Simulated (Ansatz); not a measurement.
## Electronic structure of ClCuH₃N (SMILES [NH3+][Cu-][Cl]) in real space

```yaml
atoms:
  - { symbol: Cl, position_ang: [3.0957, 0.1738, -0.9332] }
  - { symbol: Cu, position_ang: [1.0962, 0.0543, -0.3341] }
  - { symbol: N, position_ang: [-0.7611, -0.0566, 0.2225] }
  - { symbol: H, position_ang: [-1.1326, -1.0043, 0.1388] }
  - { symbol: H, position_ang: [-1.3675, 0.5459, -0.3366] }
  - { symbol: H, position_ang: [-0.8887, 0.2228, 1.1966] }
```

Geometry: PBE0-D4/def2-SVP.

The calculation used Ansatz 0.2.0, isolated molecule in a Gaussian basis; Kohn-Sham density functional theory, functional PBE0.

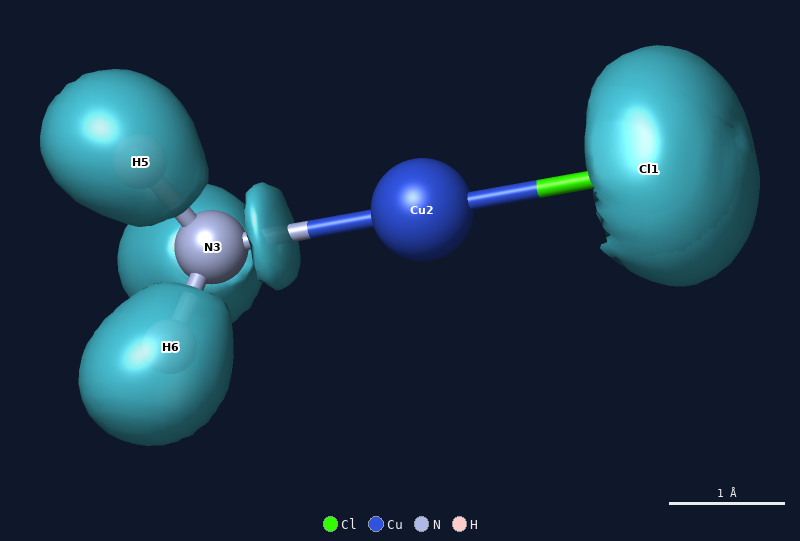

Figure 1. Isosurface of the ELF at 0.85 (cyan), seen at a tilt. Only the valence region is drawn (cores and ρ < 0.01 e/Å³ removed).

### What do the ELF domains correspond to?

The ELF exceeds this value in three regions around hydrogen nuclei, one lobe of the valence shell of N pointing towards Cu and one ring or bowl of non-bonding electrons around Cl. Profiles from the grid: Cu–N (1.94 Å): the ELF peaks at about 0.95 in the valence shell of N, 0.6 Å from its nucleus, and is about 0.25 at the midpoint. Cu–Cl (2.09 Å): the ELF peaks at about 0.80 in the valence shell of Cl, 0.8 Å from its nucleus, and is about 0.45 at the midpoint.

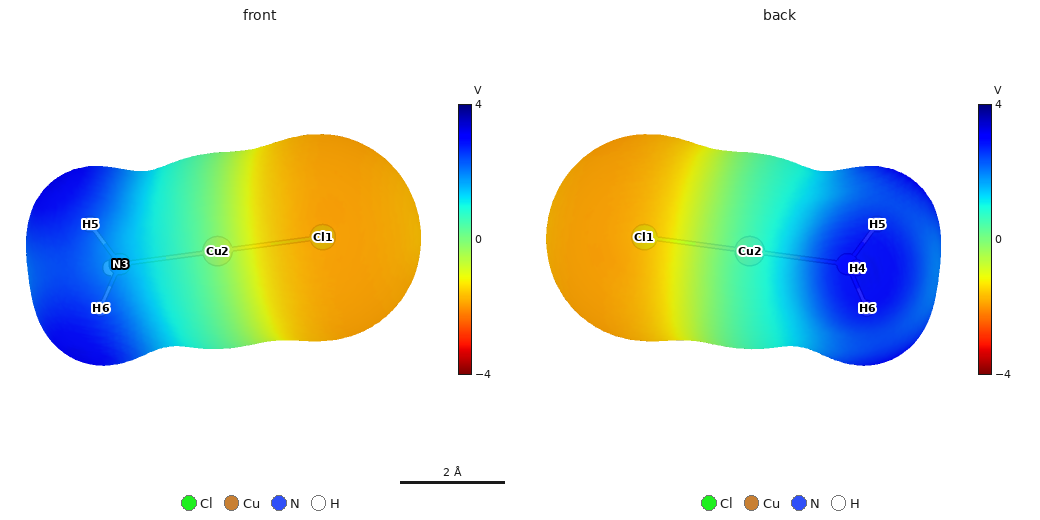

Figure 2. The electrostatic potential painted on the density surface at 0.002 e/bohr³, seen from the front and from behind; the colour scale runs from red (negative) to blue (positive).

### Which sites attract a positive test charge, and which a negative one?

A positive charge is drawn to the negative regions and a negative charge to the positive ones. The most negative region (about −1.9 V) lies over Cl1, the most positive (about +3.2 V) over H4, H5 and H6.

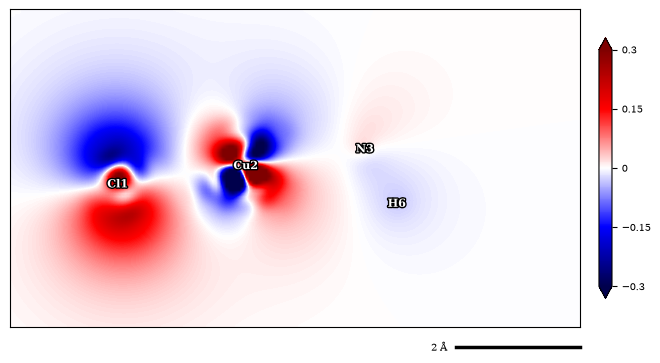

Figure 3. The HOMO on the plane of atoms Cu2, N3 and H6 (values in Å⁻³ᐟ²; the overall sign is arbitrary).

### What is the character of this orbital?

By Hirshfeld shares it lies mainly on Cl1 (about 60 %) and Cu2 (about 35 %). It is one of a degenerate set, so its orientation is arbitrary. Its energy is −6.69 eV.
